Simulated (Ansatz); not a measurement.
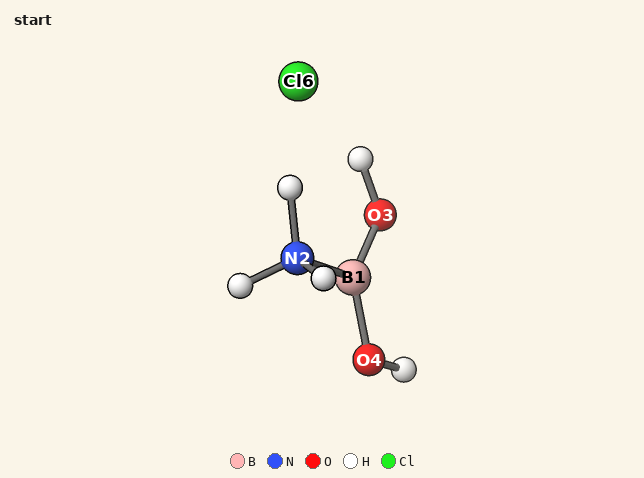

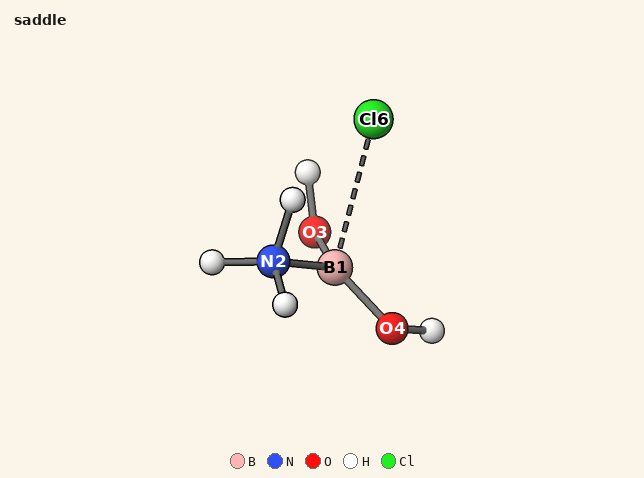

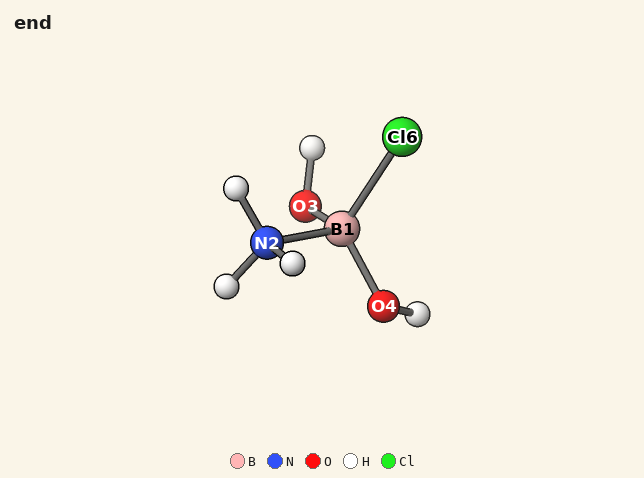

A saddle point and the two end points reached downhill from it. Broken sticks mark bonds that form or break. The species is neutral and a spin singlet. Geometries: PBE0-D4/def2-TZVP; all other levels are single points on them, and energies count from the start as drawn. Program: Ansatz 0.2.0. In CBS estimates cores are frozen, and CCSD(T) − MP2 is taken in the smaller basis.

Q: Which bonds form and which break from start to end?

A: Formed: B1–Cl6. At the saddle point B1···Cl6 is 2.66 Å.

Give the electronic barrier and the reaction energy from start to end in eV (no zero-point energy) with CCSD(T)/CBS (MP2 limit from def2-TZVPP and def2-QZVPP plus CCSD(T) − MP2); BLYP-D4/def2-TZVPP; PBE-D4/def2-TZVPP; PBE0-D4/def2-SVP; RHF-MP2 (frozen core)/def2-QZVPP.

| level | barrier | reaction energy |
| --- | --- | --- |
| CCSD(T)/CBS (MP2 limit from def2-TZVPP and def2-QZVPP plus CCSD(T) − MP2) | 0.340 | −0.300 |
| BLYP-D4/def2-TZVPP | 0.396 | −0.034 |
| PBE-D4/def2-TZVPP | 0.401 | −0.094 |
| PBE0-D4/def2-SVP | 0.333 | −0.252 |
| RHF-MP2 (frozen core)/def2-QZVPP | 0.351 | −0.314 |
